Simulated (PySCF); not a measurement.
```
atom    x (Å)    y (Å)    z (Å)
   F   1.2602  -0.5430   0.2998
   P  -0.1290  -0.3153  -0.4801
   F  -1.1277  -0.2425   0.7801
   H   0.0214   1.1116  -0.6239
```

Geometry: PBE0-D3(BJ)/def2-SVP.

Method: CAM-B3LYP/def2-SVPD, SCF density, gas phase in PySCF.

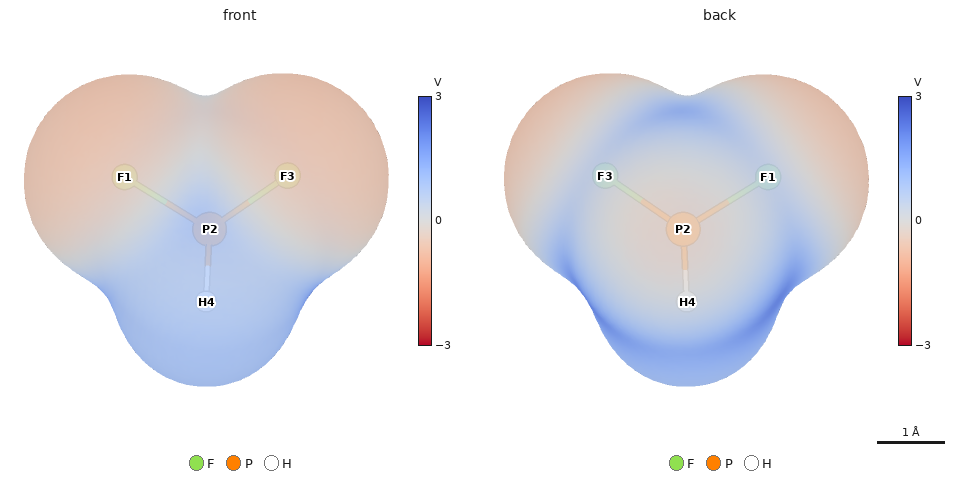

F₂HP (difluorophosphane). The molecular electrostatic potential painted on the density surface at 0.002 e/bohr³, seen from the front and from behind; red is negative and blue positive.

Question: Which sites attract a positive test charge, and which a negative one?

Answer: A positive charge is drawn to the negative regions and a negative charge to the positive ones. The most negative region (about −0.7 V) lies over F1 and F3, the most positive (about +2.1 V) over P2.

Question: What dipole moment does the calculation give?

Answer: Its dipole moment is 1.62 D.
